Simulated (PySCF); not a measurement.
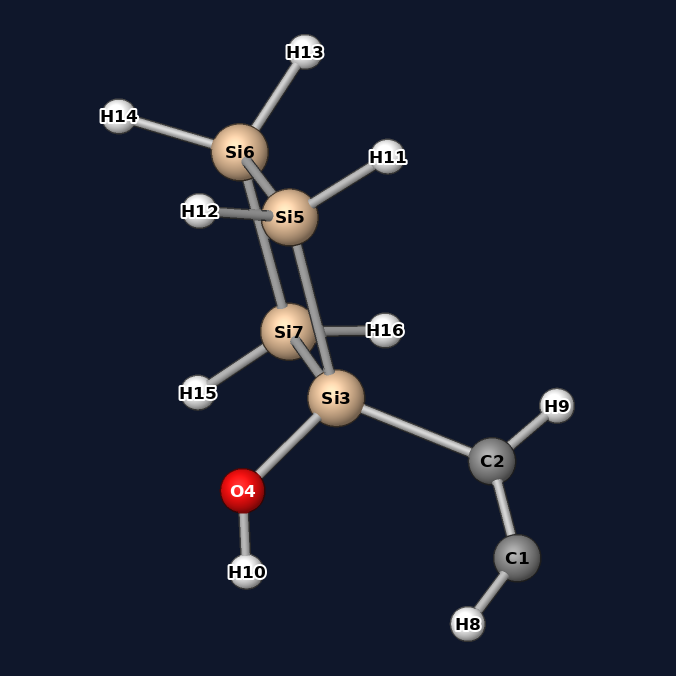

The questions are on Mulliken spin populations. State: neutral, doublet. Computed geometry: GFN2-xTB optimisation. No frequency run is at hand to confirm it as a minimum. Properties computed with UKS B3LYP, pcH-1 on C H O Si, non-relativistic (PySCF 2.14.0).

Which atom carries the largest spin population?

C1 (0.94 e).

Which atom has the lowest spin population?

C2 (−0.15 e); a negative value comes from spin polarisation.

Give the Mulliken spin populations atom by atom.

```
atom  value (e)
  C1       0.94
  C2      −0.15
 Si3       0.11
  O4       0.00
 Si5       0.01
 Si6       0.00
 Si7       0.02
  H8       0.01
  H9       0.06
 H10       0.00
 H11       0.00
 H12       0.00
 H13       0.00
 H14       0.00
 H15       0.00
 H16       0.00
```

Mulliken values depend strongly on the basis set. The geometry is semi-empirical. Around Si such bond lengths and angles can be off by a tenth of an ångström or more and by several degrees, and values that hang on the shape move with them.
